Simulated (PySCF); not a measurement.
# Frequency calculation of MoON

The run: frequency calculation of MoON, multiplicity 2. Method and program: UKS-based PBE0, Mo def2-TZVP with ECP28, O def2-TZVP, N def2-TZVP; non-relativistic Hamiltonian with a scalar-relativistic core potential; density fitting (PySCF 2.14.0).

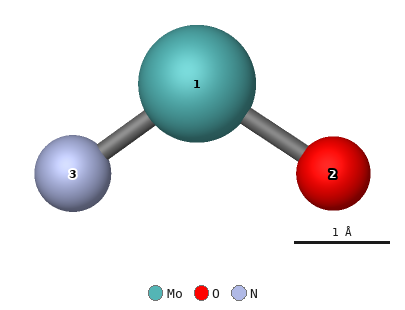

The input geometry (ball-and-stick view, seen on its broad side; atoms are numbered from 1 in the order of the input). Sticks mark near contacts.

**Input file**
```python
from pyscf import gto, scf, dft
mol = gto.M(atom='''
Mo    -0.222468    -0.001781     0.034998
O      0.720484     0.005769    -1.402594
N      0.731691     0.005859     1.357930''',
    basis={'Mo': 'def2-TZVP', 'O': 'def2-TZVP', 'N': 'def2-TZVP'},
    ecp={'Mo': 'def2-TZVP'},
    charge=0, spin=1)
mf = dft.UKS(mol, xc='PBE0')
mf.grids.atom_grid = (75, 302)
aux = {'Mo': 'def2-universal-JKFIT', 'O': 'def2-universal-JKFIT', 'N': 'def2-universal-JKFIT'}
mf = mf.density_fit(auxbasis=aux)
mf.conv_tol = 1e-09
mf.diis_space = 10
mf.max_cycle = 60
mf.verbose = 4
mf.kernel()
```

The script is an equivalent of the set-up of the self-consistent field. The run itself was carried out by a driver, which started from the orbitals of the step before it where there was one and computed the further properties.

Run as:
```bash
OMP_NUM_THREADS=4 python axn.py task.json out
```

**Output**
```
init E= -198.011528269247
  alpha nocc = 15  HOMO = -0.21104959080726  LUMO = -0.0825311180534334
  beta  nocc = 14  HOMO = -0.263212016745662  LUMO = -0.122365424096447
  HOMO = -0.211049590807  LUMO = -0.122365424096  gap/eV = 2.41322
cycle= 1 E= -198.011528269045  delta_E= 2.02e-10  |g|= 2.43e-05  |ddm|= 1.92e-05
  alpha nocc = 15  HOMO = -0.211050826970997  LUMO = -0.0825308134832507
  beta  nocc = 14  HOMO = -0.26321354155985  LUMO = -0.122364836387653
  HOMO = -0.211050826971  LUMO = -0.122364836388  gap/eV = 2.41327
cycle= 2 E= -198.011528266291  delta_E= 2.75e-09  |g|= 8.56e-05  |ddm|= 5.56e-05
  alpha nocc = 15  HOMO = -0.211049406119322  LUMO = -0.0825306658473609
  beta  nocc = 14  HOMO = -0.263212365295683  LUMO = -0.122364918933243
  HOMO = -0.211049406119  LUMO = -0.122364918933  gap/eV = 2.41323
cycle= 3 E= -198.01152826931  delta_E= -3.02e-09  |g|= 6.01e-06  |ddm|= 4.28e-05
  alpha nocc = 15  HOMO = -0.211049622601344  LUMO = -0.0825308847718068
  beta  nocc = 14  HOMO = -0.263212200535879  LUMO = -0.122365144626428
  HOMO = -0.211049622601  LUMO = -0.122365144626  gap/eV = 2.41323
cycle= 4 E= -198.011528269332  delta_E= -2.21e-11  |g|= 1.86e-06  |ddm|= 4.18e-06
  alpha nocc = 15  HOMO = -0.211049775427977  LUMO = -0.0825310214029122
  beta  nocc = 14  HOMO = -0.263212397874014  LUMO = -0.122365256160194
  HOMO = -0.211049775428  LUMO = -0.12236525616  gap/eV = 2.41323
Extra cycle  E= -198.011528269378  delta_E= -4.56e-11  |g|= 2.21e-06  |ddm|= 1.76e-05
converged SCF energy = -198.011528269378  <S^2> = 0.76939423  2S+1 = 2.0193011
```

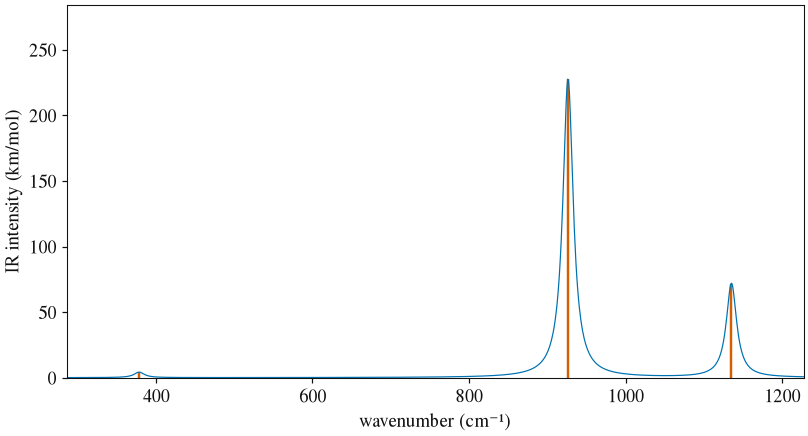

Harmonic infrared spectrum, unscaled: sticks (degenerate modes added up, dark ones marked on the axis) with a Lorentzian envelope of 16 cm⁻¹ full width, scaled to the tallest stick. 3 modes from 379 to 1135 cm⁻¹, none imaginary. The strongest line is at 926 cm⁻¹ (228 km/mol). All modes, in cm⁻¹ (km/mol): 379 (4.2), 926 (228), 1135 (72).

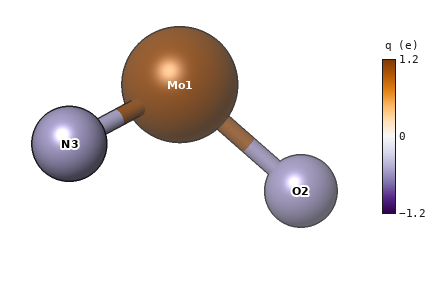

Mulliken charges, as the colour of each atom (ball-and-stick view, seen at a tilt; atoms are numbered from 1 in the order of the input). By element: Mo +1.15, O −0.62 and N −0.53 e.

**Results in brief**

| quantity | value |
| --- | --- |
| outcome | converged |
| total energy | −198.011528 hartree |
| ⟨S²⟩ | 0.769 |
| zero-point energy | 0.005559 hartree |
| dipole moment | 5.41 D |
| wavenumbers, lowest and highest | 379 and 1135 cm⁻¹ |
| hardware | 4 threads of Arm Neoverse N1, 24 GiB of memory available, shared host |
| wall time | 57 s (CPU time 3.1 min) |
| peak memory | 1 GiB |
